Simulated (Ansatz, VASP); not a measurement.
# Cross-check of KF (Carobbiite) between VASP and Ansatz, part 2 of 2

Aim: how closely do two programs agree when they are given the same cell, functional and k mesh?

VASP 6.6.1 and Ansatz 0.2.0.

So far: The structure; Ansatz: band structure, r2SCAN-EpsX; VASP: band structure, r2SCAN-EpsX.

## Step 3: VASP: band structure, r2SCAN-EpsX (continued)

Level of this step: r2SCAN-EpsX, exact-exchange share 1/2.022; plane waves and PAW (K_sv, F) (VASP).

Numbers of over 12 decimals in the logs are rounded to 6 here.

Parts of OUTCAR (step 3):

```text
ion  position               nearest neighbor table
   1  0.000  0.000  0.000-   2 2.67   2 2.67   2 2.67   2 2.67   2 2.67   2 2.67
   2  0.500  0.500  0.500-   1 2.67   1 2.67   1 2.67   1 2.67   1 2.67   1 2.67

  LATTYP: Found a face centered cubic cell.
 ALAT       =     5.3470000000

 Subroutine GETGRP returns: Found 48 space group operations
 (whereof 48 operations were pure point group operations)

The static configuration has the point symmetry O_h .

 Found     10 irreducible k-points:

   k-points           NKPTS =     10   k-points in BZ     NKDIM =    125   number of bands    NBANDS=     14

   dimension x,y,z NGX =    28 NGY =   28 NGZ =   28
   dimension x,y,z NGXF=    56 NGYF=   56 NGZF=   56

   ENCUT  =  460.0 eV  33.81 Ry    5.81 a.u.   6.61  6.61  6.61*2*pi/ulx,y,z

   NELECT =      16.0000    total number of electrons

 k-points in reciprocal lattice and weights: Automatic mesh
   0.00000000  0.00000000  0.00000000       0.008
   0.20000000  0.00000000  0.00000000       0.064
   0.40000000  0.00000000  0.00000000       0.064
   0.20000000  0.20000000  0.00000000       0.048
   0.40000000  0.20000000  0.00000000       0.192
  -0.40000000  0.20000000  0.00000000       0.192
  -0.20000000  0.20000000  0.00000000       0.096
   0.40000000  0.40000000  0.00000000       0.048
  -0.40000000  0.40000000  0.00000000       0.096
  -0.40000000  0.40000000  0.20000000       0.192

  exchange ACFDT corr.  =         0.00000000  see jH, gK, PRB 81, 115126

 average (electrostatic) potential at core
       1 -27.2682       2 -64.4078

 E-fermi :  -6.8948

 k-point     1 :       0.0000    0.0000    0.0000
  band No.  band energies     occupation
    ...
      4     -16.6820      2.00000
      5     -16.6820      2.00000
      6      -7.0854      2.00000
      7      -7.0854      2.00000
      8      -7.0852      2.00000
      9       4.7324      0.00000
     10      10.0583      0.00000
     11      10.0583      0.00000
     12      10.0583      0.00000
     13      12.1793      0.00000
    ...

 k-point     2 :       0.2000    0.0000    0.0000
  band No.  band energies     occupation
    ...
      4     -16.6917      2.00000
      5     -16.6917      2.00000
      6      -7.3842      2.00000
      7      -7.2117      2.00000
      8      -7.2115      2.00000
      9       5.8057      0.00000
     10       9.3068      0.00000
     11      10.6437      0.00000
     12      10.6437      0.00000
     13      12.6054      0.00000
    ...

 k-point     3 :       0.4000    0.0000    0.0000
  band No.  band energies     occupation
    ...
      4     -16.7068      2.00000
      5     -16.7068      2.00000
      6      -7.8065      2.00000
      7      -7.4094      2.00000
      8      -7.4093      2.00000
      9       7.6742      0.00000
     10       9.0888      0.00000
     11      11.6270      0.00000
     12      11.6271      0.00000
     13      14.0064      0.00000
    ...

  energy-cutoff  :      460.00
  volume of cell :       38.22
      direct lattice vectors                 reciprocal lattice vectors
     0.000000000  2.673500000  2.673500000    -0.187020759  0.187020759  0.187020759
     2.673500000  0.000000000  2.673500000     0.187020759 -0.187020759  0.187020759
     2.673500000  2.673500000  0.000000000     0.187020759  0.187020759 -0.187020759

 POSITION                                       TOTAL-FORCE (eV/Angst)
 -----------------------------------------------------------------------------------
      0.00000      0.00000      0.00000        -0.000000     -0.000000      0.000000
      2.67350      2.67350      2.67350         0.000000      0.000000     -0.000000
 -----------------------------------------------------------------------------------
    total drift:                               -0.000000     -0.000000      0.000000

  FREE ENERGIE OF THE ION-ELECTRON SYSTEM (eV)
  ---------------------------------------------------
  free  energy   TOTEN  =       -16.0713002725 eV

  energy  without entropy=      -16.0713002725  energy(sigma->0) =      -16.07130027

 total charge
# of ion       s       p       d       tot
------------------------------------------
    1        1.958   5.703   0.018   7.679
    2        1.754   4.424   0.000   6.178
--------------------------------------------------
tot          3.712  10.127   0.018  13.857

[... 3 further parts left out ...]
```

## Step 4: Comparison

Known differences besides the PAW data sets themselves: exact exchange at q = 0 is treated differently, which shows on coarse meshes; VASP keeps PBE cores, Ansatz makes them for the functional; the cutoff is 500 eV in Ansatz and 460 eV in VASP; VASP takes a coarser grid for exact exchange (PRECFOCK = Fast). Total energies have different zeros and are not compared.

Both answers:

| quantity | Ansatz | VASP | difference |
| --- | --- | --- | --- |
| gap over the path points (eV) | 11.836 | 11.818 | +0.018 |

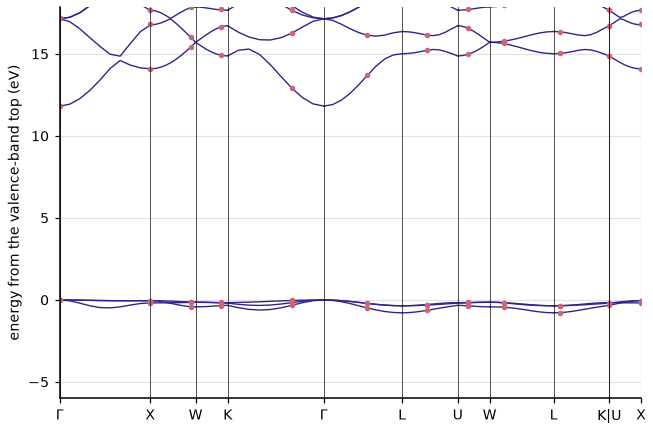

Bands from VASP (lines) and levels from Ansatz (dots). Dots without a line are higher empty bands that the VASP plot leaves out.

Levels at points of the path, from each program's valence-band top (eV; 3 filled, then empty):

| k (reciprocal lattice) | Ansatz | VASP |
| --- | --- | --- |
| 0.000 0.000 0.000 | 0.00 0.00 0.00 11.84 17.17 17.17 | 0.00 0.00 0.00 11.82 17.14 17.14 |
| 0.500 0.000 0.500 | -0.17 -0.04 -0.04 14.10 16.80 17.66 | -0.18 -0.05 -0.05 14.09 16.78 17.66 |
| 0.500 0.222 0.722 | -0.41 -0.14 -0.12 15.43 16.03 17.85 | -0.41 -0.15 -0.13 15.42 16.01 17.82 |
| 0.403 0.347 0.750 | -0.35 -0.18 -0.16 14.94 16.65 17.71 | -0.35 -0.18 -0.17 14.93 16.64 17.69 |
| 0.125 0.125 0.250 | -0.33 -0.17 -0.04 12.94 16.28 17.68 | -0.33 -0.17 -0.04 12.92 16.27 17.66 |
| 0.278 0.278 0.278 | -0.49 -0.21 -0.21 13.71 16.16 18.18 | -0.49 -0.21 -0.21 13.69 16.14 18.16 |
| 0.556 0.389 0.556 | -0.63 -0.32 -0.28 15.23 16.17 18.59 | -0.64 -0.32 -0.28 15.22 16.15 18.57 |
| 0.583 0.250 0.667 | -0.36 -0.17 -0.16 15.00 16.57 17.73 | -0.36 -0.17 -0.16 14.99 16.55 17.71 |
| 0.500 0.306 0.694 | -0.45 -0.17 -0.16 15.64 15.79 18.01 | -0.45 -0.18 -0.17 15.63 15.78 17.98 |
| 0.486 0.486 0.528 | -0.77 -0.36 -0.36 15.03 16.37 18.87 | -0.78 -0.35 -0.35 15.03 16.35 18.85 |

Among the levels compared (up to four filled and three empty ones at each point), filled levels agree within 10 meV and empty ones within 27 meV.

## Step 5: Outcome

| Property | Result |
| --- | --- |
| difference in gap over the path points (band structure, r2SCAN-EpsX) | 0.018 eV |

What this shows: The difference in gap over the path points is 0.018 eV (band structure, r2SCAN-EpsX), within the 0.08 eV picked in this series as the mark of a large difference. Differences of this kind measure data sets and numerical settings, not the functional's error against experiment.

[Lines on the potential files, build, host, timing and source positions are cut from VASP's logs without a mark.]

[Logs are printed without paths, hosts, clocks, repeated set-up lines and the standing remarks that a program may print on its own settings, such as how far it seeks lower states.]

[Hosts, paths, dates, database ids (printed as entryN), source tags and the programs' standing remarks are cut or masked in the printed files.]
